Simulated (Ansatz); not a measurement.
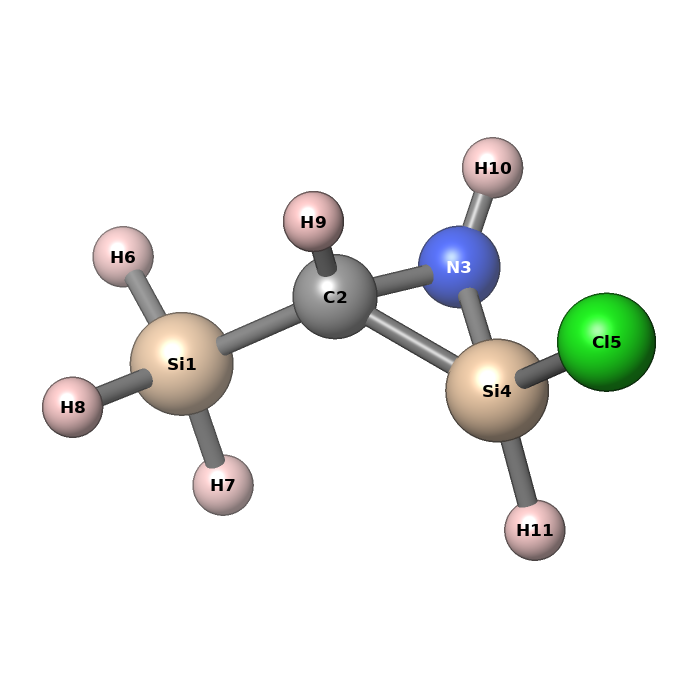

Depth is shown by fading: the farther an atom, the more it takes the colour of the background. The geometry was computed by an optimisation with PBE-D4/def2-SVP. No frequency run is at hand to confirm it as a minimum.

Q: Find the stereocentres and stereogenic double bonds.

A: Centres: C2, Si4.

Q: Assign CIP descriptors.

A: C2: S (priorities Si4 > Si1 > N3 > H9); Si4: S (priorities Cl5 > N3 > C2 > H11).

Q: Give a SMILES with the stereochemistry.

A: [SiH3][C@@H]1N[Si@H]1Cl
